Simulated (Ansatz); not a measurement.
GeBH₅SO: nudged elastic band

The run: nudged elastic band of GeBH₅SO, SMILES O[BH][GeH2][SH]. Method and program: RKS PBE0/def2-mTZVP (Ansatz 0.2.0).

It belongs to a series of runs on one base structure; here: band between the two ends.

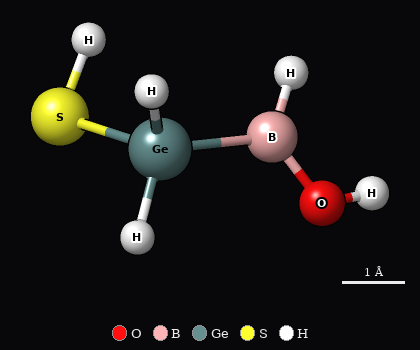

Fig. 1: The structure as given in the input (ball-and-stick view, seen at a tilt). Sticks mark near contacts. Bond lengths as drawn: B–Ge 2.07 Å, B–H 1.20 Å, B–O 1.35 Å, Ge–H 1.54 Å, Ge–S 2.25 Å, H–O 0.97 Å and H–S 1.35 Å.

Input file:
```yaml
crystal:
  periodic: [false, false, false]
  atoms:
    - { symbol: O, position_ang: [0.035592, 0.876062, -1.996509] }
    - { symbol: B, position_ang: [0.109464, 0.869579, -0.651126] }
    - { symbol: Ge, position_ang: [0.433861, -0.931689, 0.32459] }
    - { symbol: S, position_ang: [-1.303619, -1.255813, 1.718666] }
    - { symbol: H, position_ang: [-0.151499, 1.745511, -2.372206] }
    - { symbol: H, position_ang: [-0.04539, 1.887304, -0.030999] }
    - { symbol: H, position_ang: [1.735507, -0.952912, 1.156306] }
    - { symbol: H, position_ang: [0.402371, -2.180241, -0.573248] }
    - { symbol: H, position_ang: [-1.127785, -0.1041, 2.407426] }
basis:
  gaussian: { orbitals: def2-mTZVP }
hamiltonian:
  xc: pbe0
neb:
  order_check: false
  images: 6
  f_tol: 0.05
  max_iterations: 60
  initial_path: idpp
  climbing: false
  final_atoms:
    - { symbol: O, position_ang: [-0.76668712, 1.38420468, -0.70609772] }
    - { symbol: B, position_ang: [0.36562446, 0.66207744, -0.82740333] }
    - { symbol: Ge, position_ang: [0.58504627, -0.96041854, 0.4457271] }
    - { symbol: S, position_ang: [-1.18779478, -1.06038365, 1.81302213] }
    - { symbol: H, position_ang: [-0.82789368, 2.12789795, -1.3186366] }
    - { symbol: H, position_ang: [1.19145233, 0.9636862, -1.64455943] }
    - { symbol: H, position_ang: [1.85423501, -0.85779461, 1.31683751] }
    - { symbol: H, position_ang: [0.68606771, -2.29421493, -0.32463688] }
    - { symbol: H, position_ang: [-1.81154819, -0.01135354, 1.22864721] }
```

Machine: 2 threads of AMD EPYC (Zen 5), 24 GiB of memory available, shared host.

Launch command:
```bash
ansatz run input.yaml --threads 2 --pin off --max-ram 3072MiB --backend cpu --events-out ev --progress --plain --runs-dir out
```

Output:
```
Engine: ansatz 0.2.0, x86_64-unknown-linux-gnu
Functional definition: PBE0
  parameter a = 0.25
  parameter kappa = 0.804
  parameter beta = 0.06672455060314922
  exchange = (1 - a)*pbe_x(kappa = kappa, mu = beta*pi^2/3) + a*exact_x
  correlation = pbe_c(beta = beta)
1173 factors; integrals over basis functions are off by at most 4.6e-4 eV
mean field evaluation 1: about -70142.6974 eV, gradient 5.0e1 eV
mean field evaluation 2: about -70136.2309 eV, gradient 7.8e1 eV
mean field evaluation 4: about -70146.6921 eV, gradient 2.7e0 eV
mean field evaluation 8: about -70146.7298 eV, gradient 1.7e-1 eV
mean field evaluation 16: about -70146.7299 eV, gradient 8.1e-6 eV
mean field -70146.72987305 eV, -2577.8447756735 hartree, gradient 8.8e-6 eV, S^2 0.000000; 0 other end points of the search recorded, 0 dependent functions left out
the calculation of the forces begins
reference -70146.72990524 eV, -2577.8447768562 hartree; 33, 33 occupied and 83, 83 virtual orbitals, 1173 factors
1173 factors; integrals over basis functions are off by at most 5.0e-4 eV
mean field evaluation 32: about -70146.7497 eV, gradient 3.9e-5 eV
mean field -70146.74971564 eV, -2577.8455048751 hartree, gradient 4.0e-5 eV, S^2 0.000000; 0 other end points of the search recorded, 0 dependent functions left out
[... from here on the field's lines of each further geometry are left out, up to the last ...]
NEB iter   1: max|band force component| = 1.393e0 eV/Å  barrier→ = 0.1694 eV  barrier← = 0.1893 eV  Δτ_max = 0.1459 Å  (217 SCF iters)
NEB iter   2: max|band force component| = 4.677e-1 eV/Å  barrier→ = 0.0882 eV  barrier← = 0.1080 eV  Δτ_max = 0.1386 Å  (177 SCF iters)
NEB iter   3: max|band force component| = 3.042e-1 eV/Å  barrier→ = 0.0749 eV  barrier← = 0.0947 eV  Δτ_max = 0.0675 Å  (182 SCF iters)
NEB iter   4: max|band force component| = 7.248e-2 eV/Å  barrier→ = 0.0560 eV  barrier← = 0.0758 eV  Δτ_max = 0.0205 Å  (186 SCF iters)
NEB iter   5: max|band force component| = 5.842e-2 eV/Å  barrier→ = 0.0535 eV  barrier← = 0.0733 eV  Δτ_max = 0.0495 Å  (159 SCF iters)
NEB iter   6: max|band force component| = 1.667e-1 eV/Å  barrier→ = 0.0508 eV  barrier← = 0.0706 eV  Δτ_max = 0.0246 Å  (182 SCF iters)
NEB iter   7: max|band force component| = 9.047e-2 eV/Å  barrier→ = 0.0493 eV  barrier← = 0.0691 eV  Δτ_max = 0.0247 Å  (179 SCF iters)
the calculation of the forces begins
reference -70146.73245738 eV, -2577.8448706456 hartree; 33, 33 occupied and 83, 83 virtual orbitals, 1173 factors
1173 factors; integrals over basis functions are off by at most 5.9e-4 eV
mean field -70146.68202180 eV, -2577.8430171722 hartree, gradient 9.3e-6 eV, S^2 0.000000; 1 other end points of the search recorded, 0 dependent functions left out
the calculation of the forces begins
reference -70146.68205398 eV, -2577.8430183549 hartree; 33, 33 occupied and 83, 83 virtual orbitals, 1173 factors
NEB iter   8: max|band force component| = 3.774e-2 eV/Å  barrier→ = 0.0479 eV  barrier← = 0.0677 eV  Δτ_max = 0.0000 Å  (342 SCF iters)
```

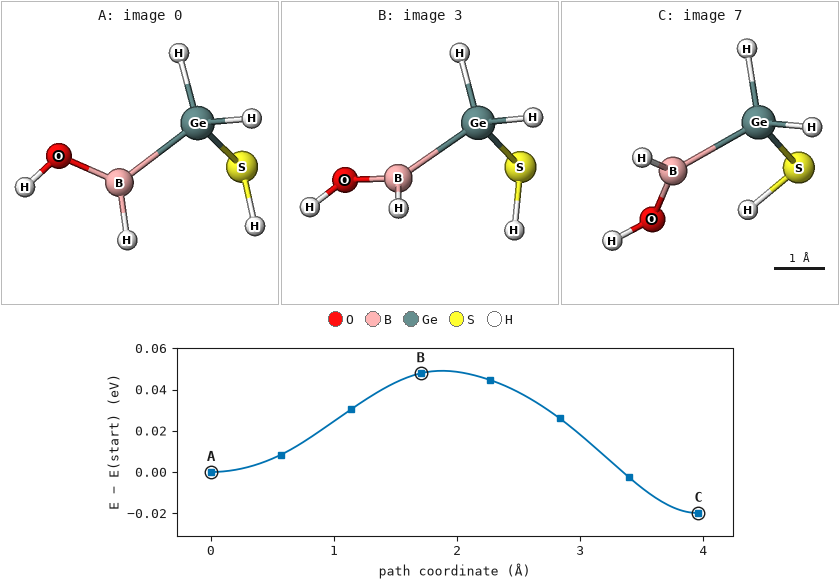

Fig. 2: Images of the last band (counted from 0; ball-and-stick, seen at a tilt) above the energy along the path; the line is a cubic interpolation that uses the forces. The highest image is number 3, 0.048 eV above the start and 0.068 eV above the end; the end lies 0.020 eV below the start. The path is 3.96 Å long. The band converged in 8 iterations.

```
Total energy: -70146.68205398 eV, -2577.8430183549 hartree
Atom 0 at    -0.621510     1.051869    -1.527363 Å, force    -0.011088     0.033877    -0.009828 eV/Å
Atom 1 at     0.312852     0.931285    -0.566043 Å, force     0.023365    -0.037511    -0.005836 eV/Å
Atom 2 at     0.551928    -0.946745     0.298132 Å, force    -0.010464    -0.007304    -0.011136 eV/Å
Atom 3 at    -1.315618    -1.517327     1.414037 Å, force    -0.013295     0.005302    -0.014355 eV/Å
Atom 4 at    -0.704851     1.947045    -1.879292 Å, force     0.000785    -0.011351    -0.007835 eV/Å
Atom 5 at     0.960277     1.884859    -0.228079 Å, force    -0.009961     0.008812     0.009873 eV/Å
Atom 6 at     1.752837    -1.021815     1.264845 Å, force     0.001887     0.010218     0.004436 eV/Å
Atom 7 at     0.698277    -2.084011    -0.730568 Å, force     0.006812     0.004271     0.007561 eV/Å
Atom 8 at    -1.545690    -0.291459     1.937230 Å, force     0.011960    -0.006314     0.027121 eV/Å
Dipole moment:     0.172338     0.712655    -0.282005 e Å
this run last wrote the band of iteration 8 to [file]
```

The last band as extended XYZ (Å, eV, eV/Å):
```
9
Properties=species:S:1:pos:R:3:forces:R:3 image=0 energy=-70146.72987
O     0.0356    0.8761   -1.9965    0.0021  -0.0019   0.0017
B     0.1095    0.8696   -0.6511    0.0022   0.0001  -0.0034
Ge    0.4339   -0.9317    0.3246   -0.0022  -0.0044   0.0012
S    -1.3036   -1.2558    1.7187    0.0045   0.0089   0.0020
H    -0.1515    1.7455   -2.3722   -0.0020   0.0011  -0.0005
H    -0.0454    1.8873   -0.0310   -0.0005   0.0005   0.0020
H     1.7355   -0.9529    1.1563   -0.0019   0.0006  -0.0022
H     0.4024   -2.1802   -0.5732    0.0012   0.0016   0.0003
H    -1.1278   -0.1041    2.4074   -0.0034  -0.0063  -0.0011
9
Properties=species:S:1:pos:R:3:forces:R:3 image=1 energy=-70146.72150
O    -0.1920    0.9023   -1.8960    0.0112   0.0274  -0.0150
B     0.1956    0.8912   -0.6062   -0.0056  -0.0239   0.0121
Ge    0.4961   -0.9444    0.3107   -0.0089   0.0009  -0.0055
S    -1.3274   -1.3088    1.5825   -0.0042   0.0037  -0.0029
H    -0.3753    1.7867   -2.2372    0.0045  -0.0087  -0.0145
H     0.3006    1.9212    0.0040   -0.0122   0.0016   0.0070
H     1.7465   -1.0057    1.2138    0.0028   0.0044   0.0008
H     0.5076   -2.1571   -0.6355   -0.0025   0.0003   0.0048
H    -1.2632   -0.1317    2.2469    0.0149  -0.0056   0.0133
9
Properties=species:S:1:pos:R:3:forces:R:3 image=2 energy=-70146.69955
O    -0.4224    0.9551   -1.7413    0.0025   0.0333  -0.0122
B     0.2612    0.9131   -0.5819    0.0156  -0.0291  -0.0034
Ge    0.5309   -0.9459    0.3045   -0.0099  -0.0042  -0.0150
S    -1.3247   -1.4066    1.4935   -0.0085   0.0078  -0.0040
H    -0.5623    1.8501   -2.0753    0.0053  -0.0140  -0.0211
H     0.6542    1.9290   -0.0753   -0.0237   0.0062   0.0210
H     1.7548   -1.0174    1.2424   -0.0007   0.0054   0.0045
H     0.6020   -2.1243   -0.6827    0.0008   0.0014   0.0032
H    -1.4053   -0.1994    2.0990    0.0185  -0.0067   0.0271
9
Properties=species:S:1:pos:R:3:forces:R:3 image=3 energy=-70146.68202
O    -0.6215    1.0519   -1.5274   -0.0111   0.0339  -0.0098
B     0.3129    0.9313   -0.5660    0.0234  -0.0375  -0.0058
Ge    0.5519   -0.9467    0.2981   -0.0105  -0.0073  -0.0111
S    -1.3156   -1.5173    1.4140   -0.0133   0.0053  -0.0144
H    -0.7049    1.9470   -1.8793    0.0008  -0.0114  -0.0078
H     0.9603    1.8849   -0.2281   -0.0100   0.0088   0.0099
H     1.7528   -1.0218    1.2648    0.0019   0.0102   0.0044
H     0.6983   -2.0840   -0.7306    0.0068   0.0043   0.0076
H    -1.5457   -0.2915    1.9372    0.0120  -0.0063   0.0271
9
Properties=species:S:1:pos:R:3:forces:R:3 image=4 energy=-70146.68527
O    -0.7691    1.1761   -1.2587   -0.0085   0.0306  -0.0126
B     0.3546    0.9405   -0.5559   -0.0199  -0.0082   0.0238
Ge    0.5729   -0.9502    0.2852   -0.0055  -0.0063  -0.0185
S    -1.3211   -1.6202    1.2905   -0.0058  -0.0039  -0.0214
H    -0.8157    2.0656   -1.6312   -0.0080  -0.0058   0.0059
H     1.1770    1.8063   -0.4269    0.0268  -0.0158  -0.0174
H     1.7346   -1.0275    1.2978    0.0062   0.0142   0.0110
H     0.8172   -2.0369   -0.7811    0.0092  -0.0014   0.0176
H    -1.6620   -0.4000    1.7634    0.0053  -0.0035   0.0116
9
Properties=species:S:1:pos:R:3:forces:R:3 image=5 energy=-70146.70378
O    -0.8417    1.3115   -0.9607    0.0027   0.0132   0.0262
B     0.3769    0.9372   -0.5257   -0.0053   0.0048  -0.0128
Ge    0.5886   -0.9740    0.2598   -0.0009  -0.0018   0.0057
S    -1.3091   -1.6940    1.2183   -0.0052  -0.0076  -0.0184
H    -0.8632    2.2032   -1.3303   -0.0158   0.0017   0.0121
H     1.3028    1.6990   -0.6010    0.0132  -0.0225  -0.0249
H     1.7341   -1.0574    1.2905    0.0044   0.0080   0.0101
H     0.8979   -2.0125   -0.8383    0.0091  -0.0002   0.0110
H    -1.7979   -0.4592    1.4703   -0.0024   0.0046  -0.0090
9
Properties=species:S:1:pos:R:3:forces:R:3 image=6 energy=-70146.73243
O    -0.8478    1.4171   -0.6428   -0.0053   0.0051   0.0208
B     0.4005    0.9341   -0.4858    0.0052  -0.0020  -0.0028
Ge    0.6039   -1.0025    0.2292    0.0050  -0.0049   0.0053
S    -1.3123   -1.7119    1.1533   -0.0018   0.0047  -0.0008
H    -0.8773    2.3155   -0.9950   -0.0065   0.0027   0.0194
H     1.3510    1.6155   -0.7583    0.0001  -0.0112  -0.0274
H     1.7291   -1.1244    1.2778    0.0026   0.0038   0.0051
H     0.9483   -1.9913   -0.9047    0.0073  -0.0017   0.0064
H    -1.9069   -0.4984    1.1092   -0.0065   0.0036  -0.0259
9
Properties=species:S:1:pos:R:3:forces:R:3 image=7 energy=-70146.74972
O    -0.7355    1.5300   -0.3439    0.0019   0.0027  -0.0006
B     0.4286    0.8798   -0.5448   -0.0020  -0.0052   0.0017
Ge    0.5673   -1.0496    0.2033   -0.0021   0.0051  -0.0010
S    -1.3384   -1.5588    1.2670   -0.0049   0.0074  -0.0022
H    -0.7569    2.4231   -0.7098    0.0006  -0.0021   0.0001
H     1.3266    1.4144   -1.1351   -0.0001   0.0028  -0.0009
H     1.7302   -1.2107    1.2044   -0.0017  -0.0004   0.0003
H     0.7993   -2.0905   -0.9127   -0.0008  -0.0002   0.0011
H    -1.9327   -0.3840    0.9546    0.0092  -0.0101   0.0014
```

Results in brief:

- outcome: converged
- barrier, forward: 0.048 eV
- barrier, backward: 0.068 eV
- wall time: 72 s (CPU time 2.3 min)
- peak memory: 0.29 GiB

The order of the saddle point was not checked.
